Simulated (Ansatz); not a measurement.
# AlGeH4F (SMILES [F][AlH][GeH3]) at PBE0/def2-SVPD

Aim: the vertical singlet–triplet gap of AlGeH4F at PBE0/def2-SVPD, from 2 runs. 

The calculation is run with Ansatz 0.2.0.

47 further runs of the same task are left out: 47 set aside as unsound or not needed.

### Step 1. The system as given

AlGeH4F: 7 atoms, total charge 0, spin state singlet. SMILES: `[F][AlH][GeH3]`. The coordinates come from a PBE0-D4/def2-TZVP relaxation.

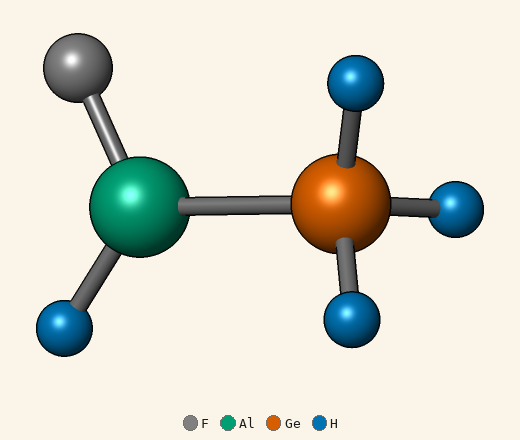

The structure, seen from a chosen angle (fluorine grey, aluminium teal, germanium orange, hydrogen blue).

### Step 2. A single-point energy at PBE0/def2-SVPD

Input file molecule.yaml:

```yaml
crystal:
  periodic: [false, false, false]
  atoms:
    - {symbol: F, position_ang: [-2.002000, -1.487800, 0.716500]}
    - {symbol: Al, position_ang: [-0.491500, -1.327100, 0.066600]}
    - {symbol: Ge, position_ang: [0.428200, 0.960300, -0.065100]}
    - {symbol: H, position_ang: [0.204000, -2.659900, -0.422600]}
    - {symbol: H, position_ang: [0.095700, 1.599200, -1.428000]}
    - {symbol: H, position_ang: [-0.136400, 1.887000, 1.024800]}
    - {symbol: H, position_ang: [1.963300, 0.960200, 0.062300]}
basis:
  gaussian:
    orbitals: def2-SVPD
magnetization:
  spin_polarized: false
  initial_magnetization: 0
hamiltonian:
  xc: {name: PBE0}
accuracy: high
output: {orbitals: {seedname: orbitals}}
```

Run with:

```console
$ ansatz run molecule.yaml --threads 1 --pin off --max-ram 3480MiB --events-out events.jsonl --progress --plain --runs-dir runs
```

Standard output:

```text
Warning: RAYON_NUM_THREADS=1 ignored (pool sized by the plan → 1); use --threads N
Functional definition: PBE0
  name "PBE0"
  parameter a = 0.25
  parameter kappa = 0.804
  parameter beta = 0.06672455060314922
  exchange = (1 - a)*pbe_x(kappa = kappa, mu = beta*pi^2/3) + a*exact_x
  correlation = pbe_c(beta = beta)
2296 factors; integrals over basis functions are off by at most 4.5e-9 eV
mean field evaluation 1: about -65872.4667 eV, gradient 3.9e1 eV
mean field evaluation 2: about -65867.4783 eV, gradient 6.9e1 eV
mean field evaluation 4: about -65874.8581 eV, gradient 1.4e0 eV
mean field evaluation 8: about -65874.9090 eV, gradient 8.9e-2 eV
mean field evaluation 16: about -65874.9090 eV, gradient 5.2e-6 eV
mean field -65874.90899346 eV, -2420.8582538926 hartree, gradient 2.6e-8 eV, S^2 0.000000; 0 other end points of the search recorded, 0 dependent functions left out
reference -65874.90899734 eV, -2420.8582540352 hartree; 29, 29 occupied and 88, 88 virtual orbitals, 2296 factors
Total energy: -65874.90899734 eV, -2420.8582540352 hartree
```

Run time: 13 s. Hardware: 1 thread of Arm Neoverse V1, shared host; peak memory 0.44 GiB.

### Step 3. The triplet, same level

Input file input.yaml:

```yaml
crystal:
  periodic: [false, false, false]
  atoms:
    - {symbol: F, position_ang: [-2.002000, -1.487800, 0.716500]}
    - {symbol: Al, position_ang: [-0.491500, -1.327100, 0.066600]}
    - {symbol: Ge, position_ang: [0.428200, 0.960300, -0.065100]}
    - {symbol: H, position_ang: [0.204000, -2.659900, -0.422600]}
    - {symbol: H, position_ang: [0.095700, 1.599200, -1.428000]}
    - {symbol: H, position_ang: [-0.136400, 1.887000, 1.024800]}
    - {symbol: H, position_ang: [1.963300, 0.960200, 0.062300]}
basis:
  gaussian: {orbitals: def2-SVPD}
output: {orbitals: {seedname: orbitals}}
hamiltonian: {xc: pbe0}
accuracy: high
magnetization: {spin_polarized: true, initial_magnetization: 2}
total_charge: 0
```

Run with:

```console
$ ansatz run input.yaml --threads 1 --pin off --max-ram 3480MiB --events-out events.jsonl --progress --plain --runs-dir runs
```

Standard output:

```text
Warning: RAYON_NUM_THREADS=1 ignored (pool sized by the plan → 1); use --threads N
Functional definition: PBE0
  name "PBE0"
  parameter a = 0.25
  parameter kappa = 0.804
  parameter beta = 0.06672455060314922
  exchange = (1 - a)*pbe_x(kappa = kappa, mu = beta*pi^2/3) + a*exact_x
  correlation = pbe_c(beta = beta)
2296 factors; integrals over basis functions are off by at most 4.5e-9 eV
mean field evaluation 1: about -65868.1790 eV, gradient 2.8e1 eV
mean field evaluation 2: about -65851.7367 eV, gradient 7.0e1 eV
mean field evaluation 4: about -65870.6476 eV, gradient 2.4e0 eV
mean field evaluation 8: about -65870.7334 eV, gradient 2.9e-1 eV
mean field evaluation 16: about -65870.7343 eV, gradient 1.1e-3 eV
mean field evaluation 32: about -65870.7343 eV, gradient 9.7e-8 eV
mean field -65870.73430315 eV, -2420.7048368534 hartree, gradient 9.7e-8 eV, S^2 2.003553; 0 other end points of the search recorded, 0 dependent functions left out
reference -65870.73430690 eV, -2420.7048369911 hartree; 30, 28 occupied and 87, 89 virtual orbitals, 2296 factors
Total energy: -65870.73430690 eV, -2420.7048369911 hartree
```

Run time: 27 s. Hardware: 1 thread of Arm Neoverse V1, shared host; peak memory 0.62 GiB.

### Step 4. Summary of results

At PBE0/def2-SVPD:

| quantity | value |
| --- | --- |
| singlet: total energy | -2420.85825 Eh |
| singlet: HOMO energy | -7.89 eV |
| singlet: LUMO energy | -1.76 eV |
| singlet: HOMO–LUMO gap | 6.12 eV |
| triplet: total energy | -2420.70484 Eh |
| triplet: HOMO energy (highest over α and β) | -3.97 eV |
| triplet: ⟨S²⟩ | 2.004 |
| vertical energy of the triplet above the singlet | 4.175 eV |

**Reading.** At this shape the triplet lies 4.17 eV (403 kJ/mol) above the singlet.
